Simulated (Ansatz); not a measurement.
## Electronic structure of F2H9NO2Si2 in real space

Input

```
crystal:
  periodic: [false, false, false]
  atoms:
    - {symbol: Si, position_ang: [0.264337, -0.019571, 1.361084]}
    - {symbol: O, position_ang: [0.228588, -0.467696, -0.506624]}
    - {symbol: Si, position_ang: [0.157954, -1.971054, -1.195693]}
    - {symbol: F, position_ang: [0.237908, 0.434360, 2.936454]}
    - {symbol: F, position_ang: [-0.360204, -1.480426, 1.616161]}
    - {symbol: H, position_ang: [1.713253, 0.197722, 1.188163]}
    - {symbol: H, position_ang: [-0.342505, 1.799737, -0.290686]}
    - {symbol: N, position_ang: [-0.859851, 1.313583, 0.869725]}
    - {symbol: H, position_ang: [0.274528, 0.576666, -1.120121]}
    - {symbol: O, position_ang: [0.103613, 1.733224, -1.357771]}
    - {symbol: H, position_ang: [1.158172, -2.870710, -0.572811]}
    - {symbol: H, position_ang: [-1.198418, -2.557478, -1.066863]}
    - {symbol: H, position_ang: [0.476494, -1.794680, -2.636942]}
    - {symbol: H, position_ang: [-1.757188, 0.948276, 0.563817]}
    - {symbol: H, position_ang: [-1.031312, 1.947746, 1.640829]}
    - {symbol: H, position_ang: [0.934432, 2.210399, -1.428720]}
basis:
  gaussian: {orbitals: def2-TZVPP}
hamiltonian: {xc: pbe0, dispersion: d4}
output: {orbitals: {seedname: orbitals}}
```

Launched as:

```sh
ansatz run in.yaml --threads 4 --pin off --events-out ev --progress --plain --max-ram 46080MiB --backend cuda --devices 0, --max-vram 37GiB
```

A transition-state structure; geometry: PBE0-D4/def2-TZVP.

The calculation used RKS PBE0-D4/def2-TZVPP in Ansatz 0.2.0.

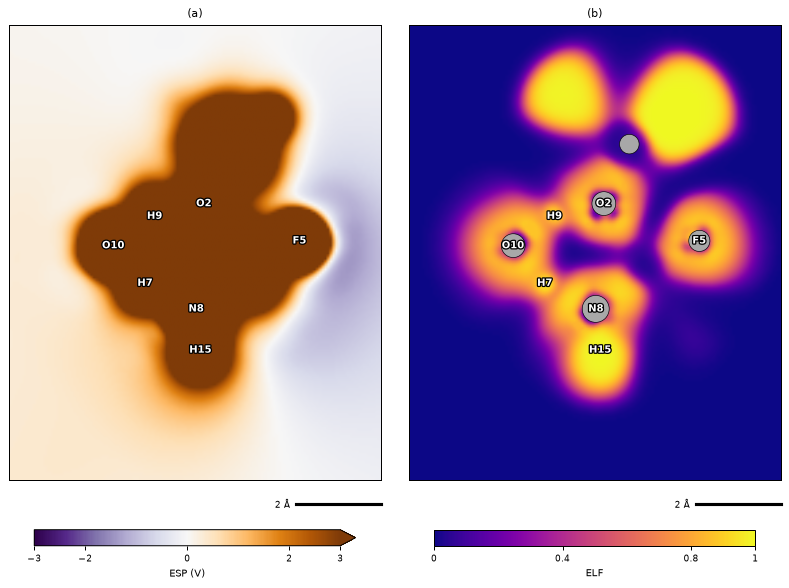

Figure 1. (a) molecular electrostatic potential; (b) ELF on the plane of atoms H7, O10 and H9. Grey discs cover the atomic cores in the ELF map.

What do the fields say about this system?

Answer.
- Atoms in the plane: O, F, H and N.
- N–H (1.01 Å): the ELF climbs to about 1 towards the hydrogen, as it does in any bond to H (a covalent bond by its length).
- The ELF also peaks beside F5, away from the bonds: lone-pair regions.
- Outside the dense part of the molecule the potential is most negative (−1.4 V) near F5.

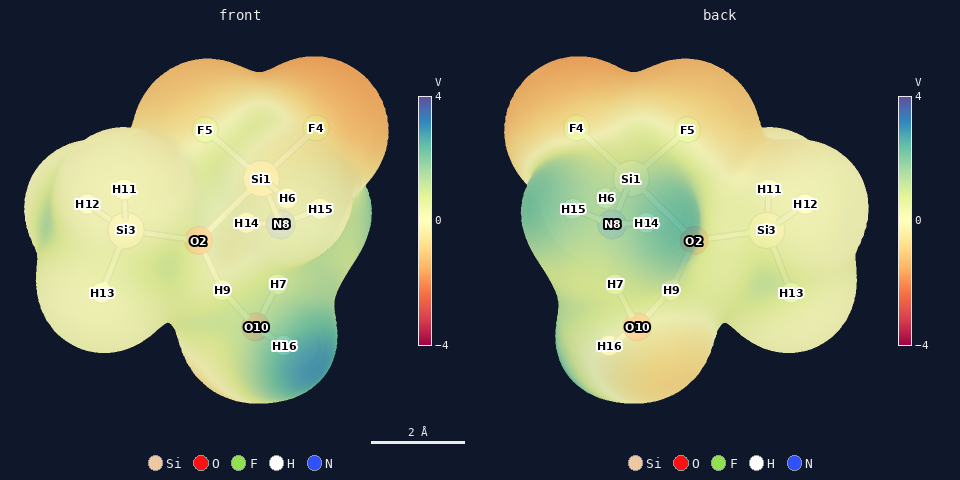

Figure 2. The electrostatic potential painted on the density surface at 0.002 e/bohr³, seen from the front and from behind; red is negative and blue positive.

Where is the surface potential most negative and most positive?

Answer. The most negative region (about −1.6 V, or −37 kcal/mol for a unit charge) lies over F4, the most positive (about +2.9 V, or +67 kcal/mol for a unit charge) over H16.

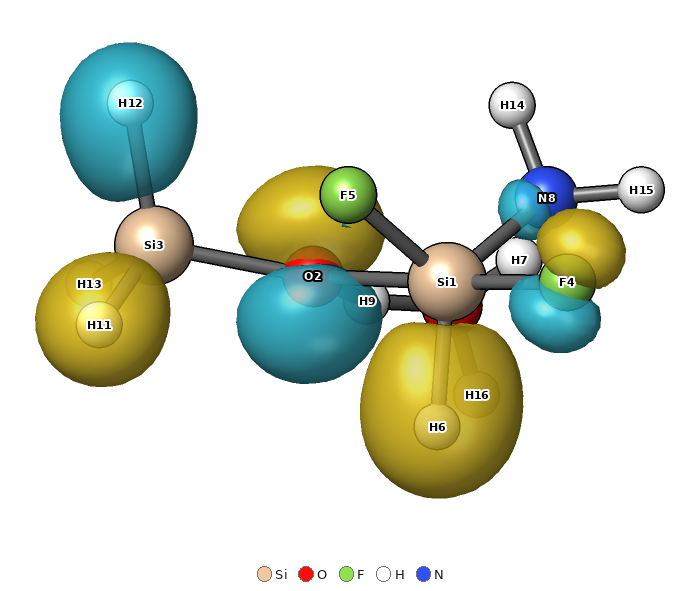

Figure 3. The HOMO at ±0.15 Å⁻³ᐟ² (yellow and cyan are the two phases), seen from one side.

Describe this orbital and give its energy.

Answer. It lies mainly on O2 (about 30 %), H6 (about 15 %), Si3 (about 15 %), Si1 (about 10 %), H12 (about 10 %) and H11 (about 10 %). Its energy is −8.57 eV.
